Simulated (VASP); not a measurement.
Band structure of CsHgBrCl2 (space group P4/mmm). These are PBEsol GGA, VASP's PBE PAW potentials (set 64) (plane waves; VASP) values and carry that method's errors.

Unless said otherwise, spin-orbit coupling is left out, though it shifts the bands of the heavy elements here.

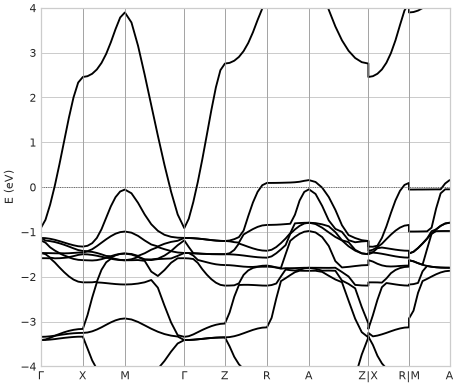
Fig. 1. Bands along high-symmetry lines, zero at the valence-band maximum or, without a gap, the Fermi level

Problem. Read the plot: is there a gap, and where are the band edges?

Solution. It has no gap at this level: it comes out as a metal or semimetal. (Edges off the drawn lines would not show.)

The structure comes from a computed database's CsHgBrCl2 entry (P4/mmm); how it stands against other phases isn't given here. It was relaxed first, which changed the volume by -7 %.
